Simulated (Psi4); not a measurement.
**C2H4Si (ethynylsilane) at CCSD/3-21G (sweep point 2)**

Aim: the vertical singlet–triplet gap of C2H4Si (ethynylsilane) at CCSD/3-21G (sweep point 2), from 2 runs. 

The calculation is run with Psi4 1.11.

## Step 1: The molecule

C2H4Si has 7 atoms, charge 0, and is taken as a singlet. SMILES: `C#C[SiH3]`. Geometry: relaxed at PBE0-D4/def2-TZVP.

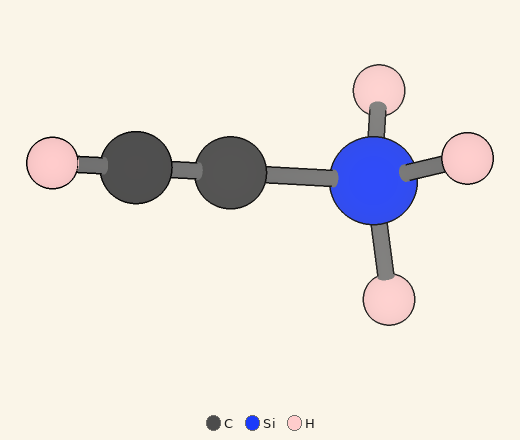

Viewed from a chosen angle; carbon dark grey, silicon blue, hydrogen pink.

## Step 2: The energy at CCSD/3-21G (sweep point 2)

Input file calc.dat:

```
memory 1600 MB

molecule {
  0 1
  C     -0.580700    -1.871400     0.172200
  C     -0.218500    -0.726500     0.062400
  Si     0.329800     1.004300    -0.103800
  H     -0.901000    -2.883500     0.269300
  H     -0.094500     1.528300    -1.425000
  H     -0.281700     1.818100     0.974900
  H      1.807900     1.062900     0.004400
  units angstrom
  symmetry c1
}

set basis 3-21G
set reference rhf
set puream true
set scf_type pk
set num_frozen_docc 7

E = energy('ccsd')
```

Command:

```sh
$ psi4 -n 1 calc.dat calc.out
```

calc.out:

```text
[...]
  Running in c1 symmetry.
[...]
  Nuclear repulsion =   83.047890735857266
[...]
  Multiplicity = 1
[...]
  Nalpha       = 15
  Nbeta        = 15
[...]
    Number of basis functions: 39
[...]
   @RHF iter   1:  -364.93020709323429   -9.72117e-01   5.31231e-03 DIIS/ADIIS
[...]
   @RHF iter  10:  -364.96409281106827    5.68434e-14   2.20577e-09 DIIS
[...]
    Orbital Energies [Eh]
    ---------------------
    Doubly Occupied:
       1A    -68.318536     2A    -11.190015     3A    -11.172325
       4A     -6.125899     5A     -4.221902     6A     -4.221901
       7A     -4.221330     8A     -1.031434     9A     -0.786059
      10A     -0.714639    11A     -0.554428    12A     -0.500127
      13A     -0.500106    14A     -0.401988    15A     -0.401985
[...]
  @RHF Final Energy:  -364.96409281106827
   => Energetics <=
    Nuclear Repulsion Energy =             83.0478907358572656
    One-Electron Energy =                -667.2986178497815217
    Two-Electron Energy =                 219.2866343028560436
    Total Energy =                       -364.9640928110682694
[...]
 Multipole Moments:
 ------------------------------------------------------------------------------------
     Multipole            Electronic (a.u.)      Nuclear  (a.u.)        Total (a.u.)
 ------------------------------------------------------------------------------------
 L = 1.  Multiply by 2.5417464519 to convert [e a0] to [Debye]
 Dipole X            :         -0.5495901            0.4931733           -0.0564167
 Dipole Y            :         -1.7349884            1.5559807           -0.1790077
 Dipole Z            :          0.1669244           -0.1496803            0.0172441
 Magnitude           :                                                    0.1884780
[...]
      * MP2 total energy                      = -365.199953152939599
[...]
      * CCSD total energy                     = -365.227329344016312
[...]
```

Run time: 1.6 s. Hardware: 1 thread of Intel Xeon 6975P-C (Granite Rapids), shared host; peak memory 0.2 GiB.

## Step 3: The triplet at the same level

Input file c2h4si.dat:

```
memory 1600 mb

molecule molecule1 {
  0 3
  C     -0.580700    -1.871400     0.172200
  C     -0.218500    -0.726500     0.062400
  Si     0.329800     1.004300    -0.103800
  H     -0.901000    -2.883500     0.269300
  H     -0.094500     1.528300    -1.425000
  H     -0.281700     1.818100     0.974900
  H      1.807900     1.062900     0.004400
  symmetry c1
}

set {
  reference       uhf
  puream          true
  scf_type        pk
  num_frozen_docc 7
  maxiter         150
}

result, w = energy('ccsd/3-21G', return_wfn=True)
```

Command:

```sh
$ psi4 c2h4si.dat c2h4si.out -n 1
```

c2h4si.out:

```text
[...]
  Running in c1 symmetry.
[...]
  Nuclear repulsion =   83.047890735857266
[...]
  Multiplicity = 3
[...]
  Nalpha       = 16
  Nbeta        = 14
[...]
    Number of basis functions: 39
[...]
   @UHF iter   1:  -364.63837962841018   -6.80289e-01   7.53336e-03 DIIS/ADIIS
[...]
   @UHF iter 111:  -364.78619570729217   -5.79803e-12   6.13887e-09 DIIS
[...]
   @S^2 Observed:                2.017912077E+00
[...]
    Orbital Energies [Eh]
    ---------------------
    Alpha Occupied:
       1A    -68.314221     2A    -11.198685     3A    -11.190871
       4A     -6.119979     5A     -4.216577     6A     -4.216170
       7A     -4.214817     8A     -1.105495     9A     -0.807792
      10A     -0.728204    11A     -0.577689    12A     -0.574029
      13A     -0.502442    14A     -0.484239    15A     -0.432606
      16A     -0.216304
    Alpha Virtual:
      17A      0.142598    18A      0.172076    19A      0.234409
      20A      0.275928    21A      0.277541    22A      0.322735
      23A      0.412926    24A      0.482170    25A      0.485144
[...]
  @UHF Final Energy:  -364.78619570729217
   => Energetics <=
    Nuclear Repulsion Energy =             83.0478907358572656
    One-Electron Energy =                -666.9720494957859955
    Two-Electron Energy =                 219.1379630526365929
    Total Energy =                       -364.7861957072922223
  UHF NO Occupations:
  HONO-2 :   14  A 1.9951178
  HONO-1 :   15  A 1.0000000
[...]
 Multipole Moments:
 ------------------------------------------------------------------------------------
     Multipole            Electronic (a.u.)      Nuclear  (a.u.)        Total (a.u.)
 ------------------------------------------------------------------------------------
 L = 1.  Multiply by 2.5417464519 to convert [e a0] to [Debye]
 Dipole X            :         -0.5901972            0.4931733           -0.0970238
 Dipole Y            :         -1.8792196            1.5559807           -0.3232389
 Dipole Z            :          0.1941486           -0.1496803            0.0444683
 Magnitude           :                                                    0.3404034
[...]
      * MP2 total energy                      = -364.964571908072969
[...]
      * CCSD total energy                     = -365.015581759473662
[...]
```

Wall time 2.8 s (1 thread of Intel Xeon 6975P-C (Granite Rapids), shared host); peak memory 0.2 GiB.

## Step 4: Outcome

At CCSD/3-21G (sweep point 2), 7 core orbitals frozen:

| quantity | value |
| --- | --- |
| singlet: total energy | -365.22733 Eh |
| singlet: HOMO energy (Hartree–Fock orbitals) | -10.94 eV |
| singlet: LUMO energy (Hartree–Fock orbitals) | 4.26 eV |
| singlet: HOMO–LUMO gap (Hartree–Fock orbitals) | 15.20 eV |
| singlet: correlation energy (7 core orbitals frozen) | -263.2 mEh |
| singlet: T1 diagnostic | 0.011 |
| triplet: total energy | -365.01558 Eh |
| triplet: HOMO energy (Hartree–Fock orbitals) (highest over α and β) | -5.89 eV |
| triplet: LUMO energy (Hartree–Fock orbitals) (lowest over α and β) | 0.57 eV |
| triplet: correlation energy (7 core orbitals frozen) | -229.4 mEh |
| triplet: ⟨S²⟩ of the reference determinant | 2.018 |
| triplet: T1 diagnostic | 0.022 |
| vertical energy of the triplet above the singlet | 5.762 eV |

**Reading.** At this shape the triplet lies 5.76 eV (556 kJ/mol) above the singlet.
